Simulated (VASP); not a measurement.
Energy against volume of Ir (fcc). These are optB86b-vdW, VASP's PBE PAW potentials (set 64) (plane waves; VASP) values and carry that method's errors.

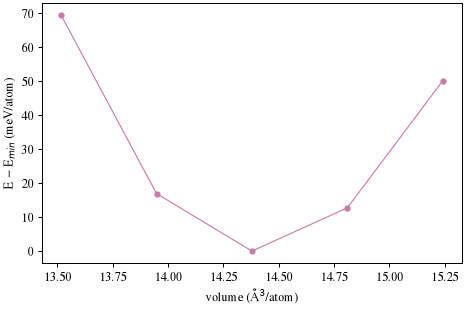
Figure. Energy against volume

### Question
Estimate the equilibrium volume and the bulk modulus.

### Answer
The minimum lies near 14.4 Å³/atom, and the curvature gives B0 of about 360 GPa.

Measured: bulk modulus 365 GPa at 0 K (computed value off by -0.2 %), as given by H. Levämäki et al., Physical Review B (2014), arXiv:1402.3671 [corrected for temperature and zero-point phonon effects]; a 3.831 Å at 0 K (computed value off by +0.8 %), as given by Daniel Mejia-Rodriguez et al., Physical Review B (2018), arXiv:1807.09216 [static lattice: zero-point anharmonic expansion removed].

The compound is Ir in the fcc structure. It was relaxed first.
